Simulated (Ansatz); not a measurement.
# C₂H₆SSi: how energies converge with the basis set

How large a basis does C₂H₆SSi need? Two functionals are run in growing sets.

The runs use Ansatz 0.2.0, Gaussian basis; one geometry, several basis sets.

Levels to be run: PBE0-D4/def2-SVP; ωB97M-V/def2-SVP; PBE0-D4/def2-QZVPP; ωB97M-V/def2-QZVPP; the functionals' def2-TZVPP values are taken from earlier runs.

## (1) The geometry

An earlier PBE0-D4 in a triple-zeta def2 set relaxation fixed the geometry.

SMILES `SC1C[SiH2]1`, 10 atoms, charge 0, spin multiplicity 1.

Atoms are counted from 1 here; the program's logs count them from 0.

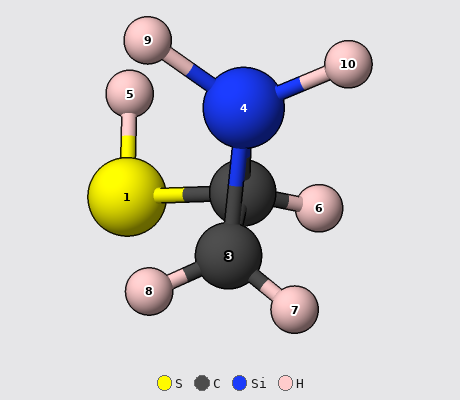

The structure; sulfur yellow, carbon dark grey, silicon blue, hydrogen pink; atoms are numbered from 1 in the order of the file.

## (2) PBE0-D4 in def2-SVP

File in.yaml:

```yaml
crystal:
  periodic: [false, false, false]
  atoms:
    - {symbol: S, position_ang: [-1.675721, 0.435790, -1.210555]}
    - {symbol: C, position_ang: [-0.074981, 0.586433, -0.434850]}
    - {symbol: C, position_ang: [0.810581, -0.674647, -0.555589]}
    - {symbol: Si, position_ang: [0.300200, -0.267541, 1.169301]}
    - {symbol: H, position_ang: [-2.408908, 1.075953, -0.285566]}
    - {symbol: H, position_ang: [0.439894, 1.515403, -0.662450]}
    - {symbol: H, position_ang: [1.833387, -0.503171, -0.874532]}
    - {symbol: H, position_ang: [0.348660, -1.526571, -1.044045]}
    - {symbol: H, position_ang: [-0.776565, -1.039388, 1.818385]}
    - {symbol: H, position_ang: [1.286552, 0.346641, 2.082903]}
basis:
  gaussian: {orbitals: def2-SVP}
hamiltonian: {xc: pbe0, dispersion: d4}
output: {orbitals: {seedname: orbitals}}
```

On the command line:

```console
ansatz run in.yaml --threads 2 --pin off --events-out ev --progress --plain --max-ram 4352MiB
```

The program printed:

```text
Functional definition: PBE0
  name "PBE0"
  cite "Adamo & Barone, J. Chem. Phys. 110, 6158 (1999) doi:10.1063/1.478522"
  cite "Perdew, Burke & Ernzerhof, Phys. Rev. Lett. 77, 3865 (1996) doi:10.1103/PhysRevLett.77.3865"
  parent pbe
  parameter a = 0.25
  parameter kappa = 0.804
  parameter beta = 0.06672455060314922
  exchange = (1 - a)*pbe_x(kappa = kappa, mu = beta*pi^2/3) + a*exact_x
  correlation = pbe_c(beta = beta)
1068 factors; their error is unknown
mean field evaluation 1: about -20860.5573 eV, gradient 4.7e1 eV
mean field evaluation 2: about -20852.5990 eV, gradient 6.9e1 eV
mean field evaluation 4: about -20866.2309 eV, gradient 2.8e0 eV
mean field evaluation 8: about -20866.2485 eV, gradient 1.7e-2 eV
mean field evaluation 16: about -20866.3432 eV, gradient 8.5e-5 eV
mean field -20866.34322056 eV, -766.8239696403 hartree, gradient 8.5e-5 eV, S^2 0.000000; 0 other end points of the search recorded, 0 dependent functions left out
reference -20866.34324615 eV, -766.8239705806 hartree; 24, 24 occupied and 70, 70 virtual orbitals, 1068 factors
Total energy: -20866.53815107 eV, -766.8311332043 hartree
```

Run time: 0.55 s. Hardware: 2 threads of AMD EPYC 9R45, shared host.

## (3) ωB97M-V in def2-SVP

Changes to in.yaml since step 2:

```diff
@@ -15,3 +15,3 @@
   gaussian: {orbitals: def2-SVP}
-hamiltonian: {xc: pbe0, dispersion: d4}
+hamiltonian: {xc: {name: wB97M-V}}
 output: {orbitals: {seedname: orbitals}}
```

Launched as before.

The program printed, cut to the lines that bear on the results:

```text
Functional definition: wB97M-V
  name "wB97M-V"
  cite "Mardirossian & Head-Gordon, J. Chem. Phys. 144, 214110 (2016) doi:10.1063/1.4952647"
  cite "Becke, J. Chem. Phys. 107, 8554 (1997) doi:10.1063/1.475007"
  cite "Vydrov & Van Voorhis, J. Chem. Phys. 133, 244103 (2010) doi:10.1063/1.3521275"
  # Of w^i u^j: cxij and so on, Table III.
[...]
  gx(w, u) = 1 - cx + cx01*u + cx10*w
  gss(w, u) = css00 + css04*u^4 + css10*w + css20*w^2 + css43*w^4*u^3
  gos(w, u) = cos00 + cos10*w + (cos20 + cos21*u)*w^2 + (cos60 + cos61*u)*w^6
[...]
      + integral(e_c_pw_mod_opposite_spin*gos(b97_w_opposite, b97_u_opposite)) + vv10(b, c)
1065 factors; their error is unknown
303 factors; integrals over basis functions are off by at most 1.0e-5 eV
[...]
mean field -20873.52842835 eV, -767.0880211560 hartree, gradient 5.7e-5 eV, S^2 0.000000; 0 other end points of the search recorded, 0 dependent functions left out
reference -20873.52846878 eV, -767.0880226419 hartree; 24, 24 occupied and 70, 70 virtual orbitals, 1065 factors
Total energy: -20873.52846878 eV, -767.0880226419 hartree
```

Wall time 2 s (2 threads of AMD EPYC 9R45, shared host); peak memory 0.3 GiB.

## (4) PBE0-D4 in def2-QZVPP

Changes to in.yaml since step 3:

```diff
@@ -14,4 +14,4 @@
 basis:
-  gaussian: {orbitals: def2-SVP}
-hamiltonian: {xc: {name: wB97M-V}}
+  gaussian: {orbitals: "def2-QZVPP.json"}
+hamiltonian: {xc: pbe0, dispersion: d4}
 output: {orbitals: {seedname: orbitals}}
```

Same command.

The program printed:

```text
Functional definition: PBE0
  name "PBE0"
  cite "Adamo & Barone, J. Chem. Phys. 110, 6158 (1999) doi:10.1063/1.478522"
  cite "Perdew, Burke & Ernzerhof, Phys. Rev. Lett. 77, 3865 (1996) doi:10.1103/PhysRevLett.77.3865"
  parent pbe
  parameter a = 0.25
  parameter kappa = 0.804
  parameter beta = 0.06672455060314922
  exchange = (1 - a)*pbe_x(kappa = kappa, mu = beta*pi^2/3) + a*exact_x
  correlation = pbe_c(beta = beta)
1475 factors; their error is unknown
mean field evaluation 1: about -20866.4513 eV, gradient 6.3e1 eV
mean field evaluation 2: about -20848.2405 eV, gradient 9.9e1 eV
mean field evaluation 4: about -20875.9312 eV, gradient 5.0e0 eV
mean field evaluation 8: about -20875.9825 eV, gradient 7.2e-2 eV
mean field evaluation 16: about -20875.9992 eV, gradient 2.2e-5 eV
mean field -20875.99919562 eV, -767.1788201784 hartree, gradient 2.2e-5 eV, S^2 0.000000; 0 other end points of the search recorded, 0 dependent functions left out
reference -20875.99923563 eV, -767.1788216488 hartree; 24, 24 occupied and 410, 410 virtual orbitals, 1475 factors
Total energy: -20876.19414055 eV, -767.1859842726 hartree
```

Wall time 4.7 s (2 threads of AMD EPYC 9R45, shared host); peak memory 1.3 GiB.

## (5) ωB97M-V in def2-QZVPP

Changes to in.yaml since step 4:

```diff
@@ -15,3 +15,3 @@
   gaussian: {orbitals: "def2-QZVPP.json"}
-hamiltonian: {xc: pbe0, dispersion: d4}
+hamiltonian: {xc: {name: wB97M-V}}
 output: {orbitals: {seedname: orbitals}}
```

Launched as before.

The program printed, cut to the lines that bear on the results:

```text
Functional definition: wB97M-V
  name "wB97M-V"
  cite "Mardirossian & Head-Gordon, J. Chem. Phys. 144, 214110 (2016) doi:10.1063/1.4952647"
  cite "Becke, J. Chem. Phys. 107, 8554 (1997) doi:10.1063/1.475007"
  cite "Vydrov & Van Voorhis, J. Chem. Phys. 133, 244103 (2010) doi:10.1063/1.3521275"
  # Of w^i u^j: cxij and so on, Table III.
[...]
  gx(w, u) = 1 - cx + cx01*u + cx10*w
  gss(w, u) = css00 + css04*u^4 + css10*w + css20*w^2 + css43*w^4*u^3
  gos(w, u) = cos00 + cos10*w + (cos20 + cos21*u)*w^2 + (cos60 + cos61*u)*w^6
[...]
      + integral(e_c_pw_mod_opposite_spin*gos(b97_w_opposite, b97_u_opposite)) + vv10(b, c)
1427 factors; their error is unknown
352 factors; integrals over basis functions are off by at most 6.8e-6 eV
[...]
mean field -20883.26871640 eV, -767.4459701396 hartree, gradient 6.8e-5 eV, S^2 0.000000; 0 other end points of the search recorded, 0 dependent functions left out
reference -20883.26877979 eV, -767.4459724694 hartree; 24, 24 occupied and 410, 410 virtual orbitals, 1427 factors
Total energy: -20883.26877979 eV, -767.4459724694 hartree
```

Wall time 9.5 s (2 threads of AMD EPYC 9R45, shared host); peak memory 1.6 GiB.

## (6) Density functionals: the series

The def2-TZVPP values come from earlier runs at the same geometry.

| functional | basis | functions | energy (eV) | from the largest (eV) | HOMO (eV) | LUMO (eV) |
| --- | --- | --- | --- | --- | --- | --- |
| PBE0-D4 | def2-SVP | 94 | -20866.5382 | 9.656 | -6.31 | 0.25 |
| PBE0-D4 | def2-TZVPP | 230 | -20875.4680 | 0.726 | -6.41 | -0.19 |
| PBE0-D4 | def2-QZVPP | 434 | -20876.1941 | 0.000 | -6.44 | -0.31 |
| ωB97M-V | def2-SVP | 94 | -20873.5285 | 9.740 | -8.43 | 2.19 |
| ωB97M-V | def2-TZVPP | 230 | -20882.5827 | 0.686 | -8.55 | 1.51 |
| ωB97M-V | def2-QZVPP | 434 | -20883.2688 | 0.000 | -8.58 | 1.19 |

## (7) Outcome

| quantity | value |
| --- | --- |
| PBE0-D4: double and triple zeta above quadruple | 9.66, 0.73 eV |
| ωB97M-V: double and triple zeta above quadruple | 9.74, 0.69 eV |

For PBE0-D4 the step from double to triple zeta gains 8.93 eV and the next only 0.73 eV. Total energies overstate the basis error of differences, where much of it tends to cancel. The LUMO of ωB97M-V is positive and keeps falling with the basis (2.19 to 1.19 eV): an unbound level that the basis holds in place.

For PBE0-D4 the largest set took about 8 times as long as the smallest (4.7 s against 0.55 s).
